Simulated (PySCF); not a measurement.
## A study: Ga(NH3)H3 (GaH6N)

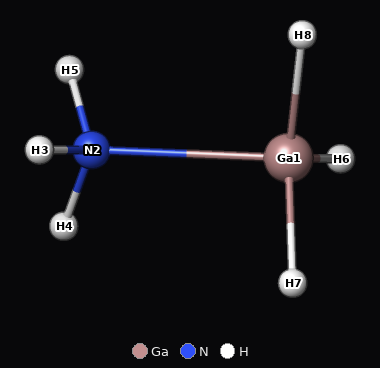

The molecule, with its atoms numbered as below. No frequency check shows the geometry to be a minimum.

Geometry (Å), atoms numbered from 1:

```
Ga1     -0.4890    0.0000    0.0000
N2       1.6283    0.0001    0.0000
H3       1.9941    0.7425    0.5966
H4       1.9941    0.1453   -0.9415
H5       1.9940   -0.8881    0.3448
H6      -0.7399   -1.1647   -0.9622
H7      -0.7398    1.4156   -0.5276
H8      -0.7399   -0.2509    1.4898
```

## 1. Bonding charge

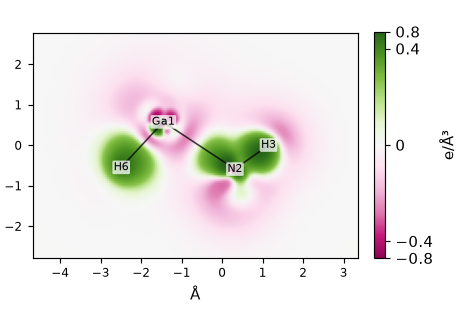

Deformation density (molecule less spherical, spin-averaged free atoms) in the plane of Ga1, N2, H3 and H6; colour scale in e/Å³, logarithmic beyond ±0.1; green: gain, pink: loss.

Computed with PySCF, PBE0/def2-SVPD, geometry: GFN2-xTB.

**How much density has each bond in this plane gained at its critical point, relative to the free atoms?**

N2–H3: +0.81 e/Å³ at the bond critical point (bond length 1.02 Å). Ga1–H6: +0.21 e/Å³ at the bond critical point (bond length 1.53 Å). Ga1–N2: −0.01 e/Å³ at the bond critical point (bond length 2.12 Å). In all, 1.6 electrons gather in the regions of gain relative to the promolecule. A small or negative value marks a very polar bond, one between electron-rich atoms, whose free-atom densities already overlap strongly, a long bond to a heavier atom, or a closed-shell contact such as a hydrogen bond.

**Where do the Hirshfeld charges lie?**

The highest Hirshfeld charge is on Ga1 (+0.20 e), the lowest on H6, H7 and H8 (−0.17 e).

## 2. Bond critical points

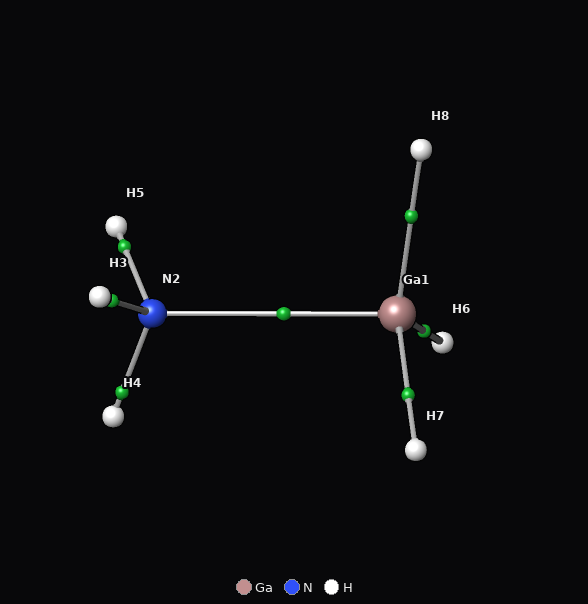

Molecular graph of the electron density (QTAIM): bond paths, bond critical points (green), ring points (magenta, if any); weak paths are dashed.

**How many critical points of each kind are there, and does the count close?**

8 nuclei, 7 bond, 0 ring and 0 cage critical points: 8 − 7 + 0 − 0 = 1, as the Poincaré–Hopf relation requires.

**Tabulate density, Laplacian, ellipticity and energy density at the bond critical points (atomic units).**

```json
{"bond": "N2–H3 (3 alike)", "length (Å)": "1.020", "ρ (a.u.)": "0.331", "∇²ρ (a.u.)": "−1.57", "ε": "0.03", "H (a.u.)": "−0.438"}
{"bond": "Ga1–H7 (3 alike)", "length (Å)": "1.531", "ρ (a.u.)": "0.120", "∇²ρ (a.u.)": "+0.19", "ε": "0.03", "H (a.u.)": "−0.057"}
{"bond": "Ga1–N2", "length (Å)": "2.117", "ρ (a.u.)": "0.066", "∇²ρ (a.u.)": "+0.24", "ε": "0.00", "H (a.u.)": "−0.014"}
```

**What kind of interaction is N2–H3?**

Shared-shell (covalent): ρ = 0.331, ∇²ρ = −1.57, H = −0.438 a.u.

## 3. Electrostatic potential

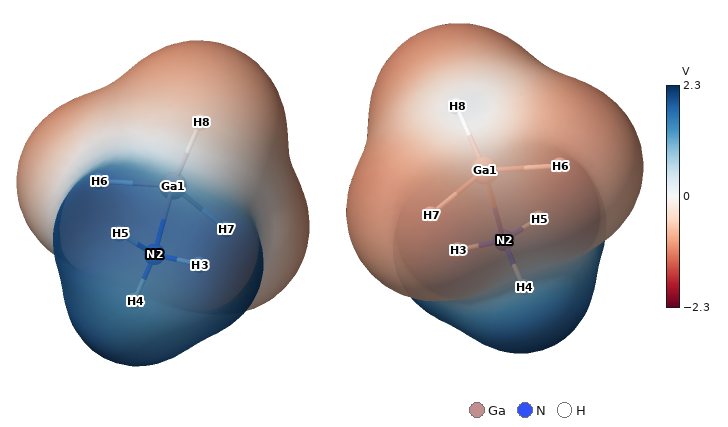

Electrostatic potential on the surface of electron density 0.001 a.u. (back view left, front view right).

**Where are the extremes of the potential on the surface?**

Highest: 2.22 V, 1.2 Å from H3. Further maxima include 0.17 V, 2.0 Å from Ga1. Lowest: −1.01 V, 1.6 Å from H8, and at like points elsewhere. The surface is sampled at points, so like sites can differ by a few per cent and only the strongest of them is named.

**What volume does the surface enclose, and what is the dipole moment?**

About 88 Å³; the dipole moment is 5.2 D.

## 4. In an electric field

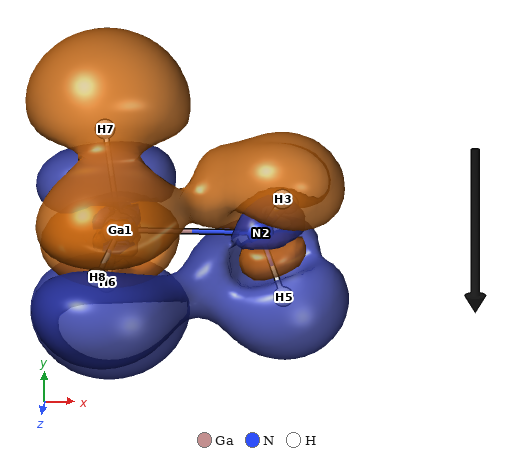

Change of the electron density in a uniform field of 0.41 V/Å along −y (arrow), surfaces at ±0.0015 e/Å³ (orange: gain, blue: loss).

Method: TPSSh/aug-cc-pVDZ; geometry: GFN2-xTB; program: PySCF.

**What dipole is induced, and what polarisability does it imply?**

The induced dipole is 0.95 D (along the field); α along this axis, from the fields in both directions, is 46 bohr³ (6.9 Å³).

**Which atoms gain and lose the most charge?**

Electrons gather most on H7 (Hirshfeld charge changes by −0.024 e) and leave H6 most (+0.020 e); 0.089 electrons are displaced in all.

The PySCF runs shown took 4.7 s and 18 s on 1 thread of AMD EPYC 9R14 (Zen 4), on a shared host.
